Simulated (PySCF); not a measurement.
## Al2As2H7O: geometry relaxation (part 2 of 2)

Al2As2H7O, multiplicity 2; PBE0-D3(BJ)/def2-SVP geometry optimisation, gas phase (PySCF 2.14.0). 

Geometry of the input (Å):
```
As 0.1880  1.4730  -0.6879
Al 1.5395  -0.5864  -0.5146
As -0.1772  -1.9512  0.4718
Al -2.0781  1.0708  -0.1807
O  -1.9458  -0.4563  0.4413
H  0.5559  2.8149  -1.2703
H  0.4126  2.0033  0.6898
H  1.9515  -1.0492  -1.9381
H  2.6844  -0.2900  0.5212
H  -0.1648  -1.6081  1.9294
H  0.4761  -3.3193  0.8223
H  -3.4035  1.8708  -0.2672
```

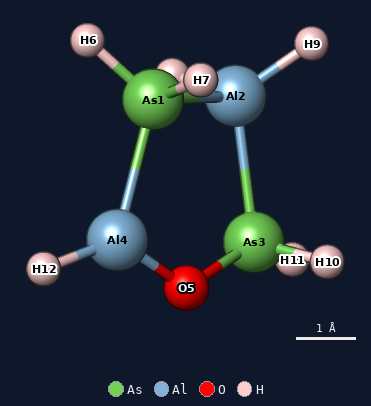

Figure 1. The geometry at step 19 of the log (ball-and-stick view, seen at a tilt; atoms are numbered from 1 in the order of the input).

Trajectory as extended XYZ, continued:
```
12
Properties=species:S:1:pos:R:3:forces:R:3 step=14 energy=-136993.82770
As    0.2697    1.6047   -0.4492   -0.0155   0.0658   0.0851
Al    1.6237   -0.5634   -0.4934    0.0019  -0.0082  -0.0015
As   -0.2626   -1.7855    0.6133   -0.0089  -0.0214   0.0117
Al   -2.0693    0.8620   -0.1598   -0.0140  -0.0105   0.0002
O    -1.8920   -0.5416    0.7406   -0.0333   0.0206  -0.0340
H     0.5151    2.7927   -1.3418    0.0066  -0.0474  -0.0564
H     0.5094    2.2800    0.8807    0.0072   0.0076  -0.0028
H     1.6503   -0.9933   -2.0279    0.0192   0.0114  -0.0076
H     2.9140   -0.3094    0.4031    0.0124  -0.0099  -0.0084
H    -0.0940   -1.6982    2.1080    0.0096   0.0011   0.0025
H     0.1888   -3.2794    0.5279    0.0186  -0.0134  -0.0031
H    -3.3147    1.6037   -0.7846   -0.0038   0.0042   0.0144
12
Properties=species:S:1:pos:R:3:forces:R:3 step=15 energy=-136993.82954
As    0.2649    1.6043   -0.4515   -0.0050   0.0528   0.0852
Al    1.6251   -0.5608   -0.4888   -0.0075  -0.0094  -0.0096
As   -0.2621   -1.7896    0.6128    0.0024  -0.0051  -0.0092
Al   -2.0751    0.8631   -0.1561   -0.0023  -0.0238  -0.0019
O    -1.8962   -0.5471    0.7335   -0.0198   0.0148  -0.0303
H     0.5150    2.7841   -1.3535   -0.0005  -0.0416  -0.0525
H     0.5090    2.2878    0.8734    0.0051   0.0121  -0.0015
H     1.6613   -0.9883   -2.0241    0.0105   0.0088  -0.0039
H     2.9166   -0.3083    0.4067    0.0045  -0.0054  -0.0002
H    -0.0976   -1.7023    2.1078    0.0077  -0.0007   0.0061
H     0.2012   -3.2804    0.5246    0.0074  -0.0100   0.0046
H    -3.3238    1.6098   -0.7677   -0.0026   0.0074   0.0132
12
Properties=species:S:1:pos:R:3:forces:R:3 step=16 energy=-136993.83392
As    0.2506    1.6092   -0.4520    0.0380   0.0152   0.0808
Al    1.6275   -0.5465   -0.4696   -0.0084  -0.0161  -0.0314
As   -0.2575   -1.8024    0.6095    0.0327   0.0053  -0.0408
Al   -2.0877    0.8569   -0.1429    0.0037  -0.0294   0.0020
O    -1.9034   -0.5690    0.7188    0.0092   0.0039  -0.0205
H     0.5083    2.7473   -1.4038   -0.0260  -0.0231  -0.0349
H     0.5090    2.3387    0.8454   -0.0070   0.0155  -0.0102
H     1.6895   -0.9627   -2.0084   -0.0159   0.0045   0.0044
H     2.9247   -0.2998    0.4204   -0.0191   0.0081   0.0234
H    -0.1081   -1.7283    2.1069    0.0036  -0.0006   0.0040
H     0.2349   -3.2849    0.5061   -0.0157   0.0028   0.0193
H    -3.3493    1.6138   -0.7133    0.0050   0.0139   0.0039
12
Properties=species:S:1:pos:R:3:forces:R:3 step=17 energy=-136993.83655
As    0.2426    1.6169   -0.4463    0.0548  -0.0150   0.0576
Al    1.6282   -0.5332   -0.4541    0.0012  -0.0222  -0.0359
As   -0.2515   -1.8115    0.6054    0.0570  -0.0085  -0.0498
Al   -2.0908    0.8462   -0.1308    0.0034  -0.0098   0.0021
O    -1.8965   -0.5881    0.7133   -0.0160   0.0164  -0.0108
H     0.4946    2.7152   -1.4449   -0.0381  -0.0072  -0.0211
H     0.5083    2.3917    0.8222   -0.0103   0.0192  -0.0082
H     1.7000   -0.9388   -1.9961   -0.0242   0.0054   0.0063
H     2.9274   -0.2881    0.4338   -0.0277   0.0129   0.0321
H    -0.1142   -1.7531    2.1045    0.0057  -0.0013   0.0053
H     0.2514   -3.2900    0.4890   -0.0122  -0.0030   0.0229
H    -3.3611    1.6050   -0.6789    0.0066   0.0131  -0.0007
12
Properties=species:S:1:pos:R:3:forces:R:3 step=18 energy=-136993.83959
As    0.2313    1.6239   -0.4410    0.0669  -0.0359   0.0353
Al    1.6325   -0.5149   -0.4342    0.0204  -0.0233  -0.0373
As   -0.2379   -1.8266    0.5928    0.0607  -0.0322  -0.0326
Al   -2.0940    0.8301   -0.1104   -0.0015   0.0179  -0.0094
O    -1.8876   -0.6231    0.6954   -0.0538   0.0322   0.0022
H     0.4638    2.6667   -1.5018   -0.0473   0.0095  -0.0038
H     0.5027    2.4635    0.7836   -0.0095   0.0186  -0.0111
H     1.7196   -0.9043   -1.9801   -0.0226   0.0060   0.0068
H     2.9240   -0.2635    0.4635   -0.0297   0.0129   0.0330
H    -0.1196   -1.7811    2.0943    0.0085  -0.0016   0.0026
H     0.2767   -3.3007    0.4728    0.0025  -0.0118   0.0163
H    -3.3732    1.6023   -0.6177    0.0055   0.0077  -0.0021
12
Properties=species:S:1:pos:R:3:forces:R:3 step=19 energy=-136993.84259
As    0.2179    1.6191   -0.4461    0.0654  -0.0287   0.0367
Al    1.6437   -0.5019   -0.4192    0.0291  -0.0038  -0.0441
As   -0.2170   -1.8478    0.5722   -0.0168  -0.0147   0.0055
Al   -2.1033    0.8219   -0.0898    0.0048   0.0053  -0.0349
O    -1.8982   -0.6630    0.6527   -0.0053  -0.0088   0.0192
H     0.4238    2.6210   -1.5508   -0.0442   0.0172   0.0026
H     0.4916    2.5107    0.7407   -0.0006   0.0165  -0.0143
H     1.7574   -0.8766   -1.9667   -0.0100  -0.0006   0.0077
H     2.9115   -0.2324    0.5069   -0.0248   0.0046   0.0246
H    -0.1203   -1.7933    2.0756    0.0001   0.0052  -0.0036
H     0.3149   -3.3170    0.4749    0.0005   0.0049  -0.0019
H    -3.3835    1.6315   -0.5332    0.0017   0.0030   0.0023
12
Properties=species:S:1:pos:R:3:forces:R:3 step=20 energy=-136993.84435
As    0.2191    1.6227   -0.4423    0.0439  -0.0282   0.0137
Al    1.6487   -0.4950   -0.4107    0.0175  -0.0050  -0.0201
As   -0.2114   -1.8559    0.5622   -0.0137  -0.0167   0.0105
Al   -2.0966    0.8077   -0.0830   -0.0052   0.0472  -0.0169
O    -1.8966   -0.6855    0.6431   -0.0257   0.0036   0.0142
H     0.3914    2.6001   -1.5746   -0.0325   0.0099   0.0024
H     0.4906    2.5506    0.7161   -0.0021   0.0072  -0.0052
H     1.7671   -0.8609   -1.9592    0.0084  -0.0004   0.0019
H     2.8986   -0.2182    0.5365   -0.0065  -0.0021   0.0106
H    -0.1205   -1.8036    2.0660    0.0022   0.0013   0.0001
H     0.3219   -3.3236    0.4669    0.0195  -0.0085  -0.0082
H    -3.3738    1.6340   -0.5040   -0.0058  -0.0083  -0.0030
12
Properties=species:S:1:pos:R:3:forces:R:3 step=21 energy=-136993.84519
As    0.2230    1.6173   -0.4440    0.0149   0.0019   0.0045
Al    1.6551   -0.4986   -0.4097   -0.0075  -0.0030  -0.0083
As   -0.2111   -1.8598    0.5557   -0.0420   0.0154   0.0190
Al   -2.0954    0.8115   -0.0812    0.0040   0.0206  -0.0065
O    -1.9068   -0.6868    0.6382    0.0151  -0.0196   0.0039
H     0.3724    2.5978   -1.5773   -0.0118  -0.0012  -0.0033
H     0.4934    2.5528    0.7084    0.0013   0.0018   0.0024
H     1.7808   -0.8650   -1.9568    0.0203  -0.0009   0.0001
H     2.8892   -0.2175    0.5563    0.0043  -0.0060   0.0004
H    -0.1204   -1.8023    2.0594    0.0004  -0.0009  -0.0002
H     0.3252   -3.3265    0.4652    0.0078   0.0002  -0.0113
H    -3.3670    1.6495   -0.4971   -0.0068  -0.0081  -0.0008
12
Properties=species:S:1:pos:R:3:forces:R:3 step=22 energy=-136993.84570
As    0.2266    1.6188   -0.4424    0.0017   0.0127  -0.0050
Al    1.6558   -0.4994   -0.4059   -0.0118  -0.0119   0.0013
As   -0.2158   -1.8591    0.5539   -0.0200   0.0138   0.0129
Al   -2.0921    0.8135   -0.0789    0.0045   0.0117   0.0022
O    -1.9043   -0.6842    0.6434   -0.0004  -0.0063  -0.0020
H     0.3641    2.5932   -1.5827   -0.0030  -0.0035  -0.0025
H     0.4971    2.5640    0.7022    0.0009  -0.0024   0.0031
H     1.7881   -0.8653   -1.9525    0.0184   0.0017   0.0001
H     2.8856   -0.2221    0.5666    0.0048  -0.0026  -0.0014
H    -0.1237   -1.8087    2.0579    0.0034  -0.0046  -0.0010
H     0.3225   -3.3251    0.4548    0.0052  -0.0030  -0.0072
H    -3.3655    1.6467   -0.4993   -0.0038  -0.0056  -0.0005
12
Properties=species:S:1:pos:R:3:forces:R:3 step=23 energy=-136993.84619
As    0.2304    1.6216   -0.4432   -0.0087   0.0154  -0.0102
Al    1.6563   -0.5003   -0.3966   -0.0080  -0.0177   0.0073
As   -0.2238   -1.8597    0.5496    0.0073   0.0097   0.0013
Al   -2.0886    0.8184   -0.0734    0.0003  -0.0014   0.0079
O    -1.9046   -0.6816    0.6459   -0.0046   0.0036  -0.0039
H     0.3541    2.5816   -1.5974    0.0048  -0.0040   0.0001
H     0.5027    2.5832    0.6871    0.0003  -0.0055   0.0014
H     1.8087   -0.8638   -1.9420    0.0081   0.0026   0.0008
H     2.8785   -0.2287    0.5874   -0.0002   0.0039   0.0004
H    -0.1307   -1.8219    2.0538    0.0033  -0.0052  -0.0012
H     0.3210   -3.3238    0.4373   -0.0037  -0.0027  -0.0030
H    -3.3656    1.6473   -0.4913    0.0011   0.0013  -0.0008
12
Properties=species:S:1:pos:R:3:forces:R:3 step=24 energy=-136993.84639
As    0.2324    1.6227   -0.4453   -0.0123   0.0058  -0.0106
Al    1.6571   -0.5015   -0.3892   -0.0028  -0.0119   0.0056
As   -0.2284   -1.8606    0.5458    0.0113   0.0060  -0.0011
Al   -2.0872    0.8228   -0.0697   -0.0004  -0.0065   0.0076
O    -1.9060   -0.6789    0.6474    0.0011   0.0013  -0.0032
H     0.3510    2.5722   -1.6087    0.0075  -0.0006   0.0013
H     0.5059    2.5939    0.6763    0.0015  -0.0024   0.0010
H     1.8243   -0.8628   -1.9334    0.0021   0.0010   0.0009
H     2.8732   -0.2306    0.6028   -0.0036   0.0060   0.0026
H    -0.1354   -1.8321    2.0501    0.0017  -0.0041  -0.0012
H     0.3169   -3.3245    0.4248   -0.0091   0.0011  -0.0022
H    -3.3653    1.6518   -0.4838    0.0030   0.0044  -0.0007
```

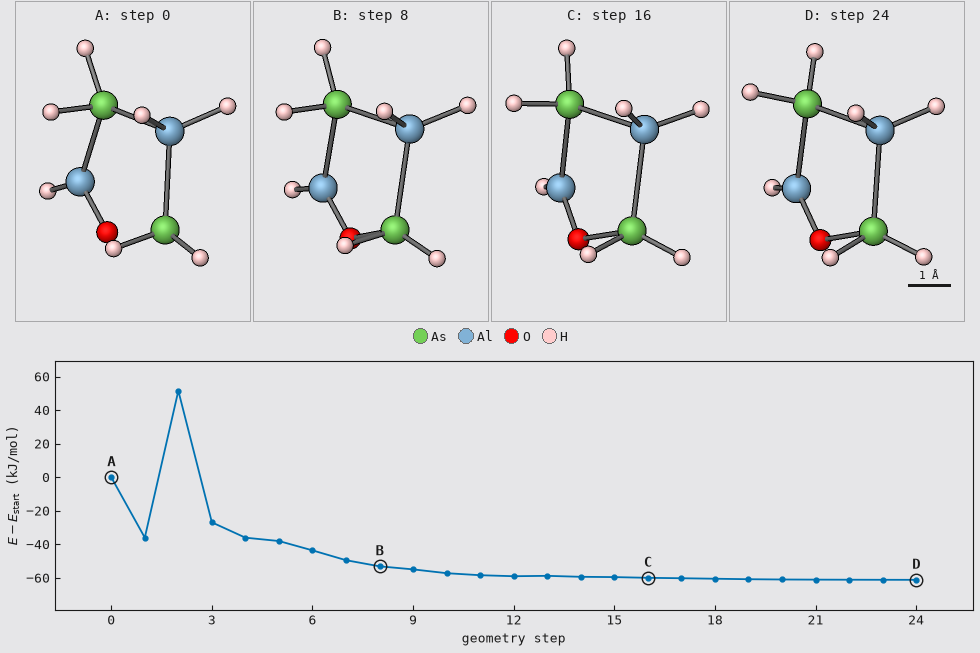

Figure 2. Frames of the relaxation (ball-and-stick view, seen at a tilt) above the curves, on which the letters mark them (steps are counted from 0).

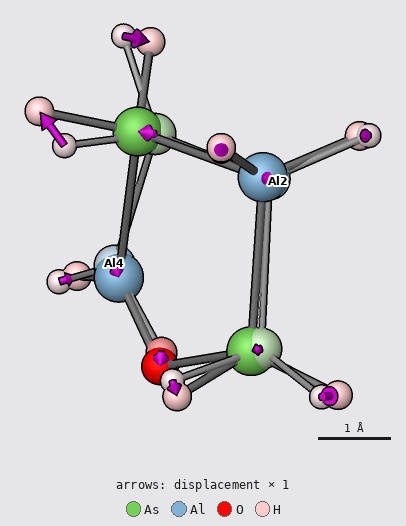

Figure 3. Start (faint) and end (solid) with the displacements as pink arrows, at true length (ball-and-stick view, seen at a tilt). The two geometries are laid on each other by the best rigid fit. The largest move after the best rigid fit is that of H7, 0.60 Å. By element the largest moves are H 0.60 Å, As 0.30 Å, O 0.26 Å, Al 0.22 Å. Distances before and after: As3–O5 2.316 → 2.055 Å, As1–Al4 2.357 → 2.482 Å, Al2–As3 2.405 → 2.505 Å, As1–Al2 2.469 → 2.558 Å. Among the angles that change: Al2–As1–H7 98.6° → 114.7°, Al4–As1–H7 90.4° → 105.3°, As1–Al4–H12 136.2° → 123.2°. After 24 geometry steps the energy has fallen by 61.2 kJ/mol. The largest force component goes from 1.2 to 0.012 eV/Å. (Atoms are counted from 1 in the order of the input.)

Key numbers:

```csv
quantity,value
outcome,converged
total energy,−5034.431039 hartree
⟨S²⟩,0.755
dipole moment,3.21 D
point group,C1
wall time,13 min
peak memory,0.81 GiB
```
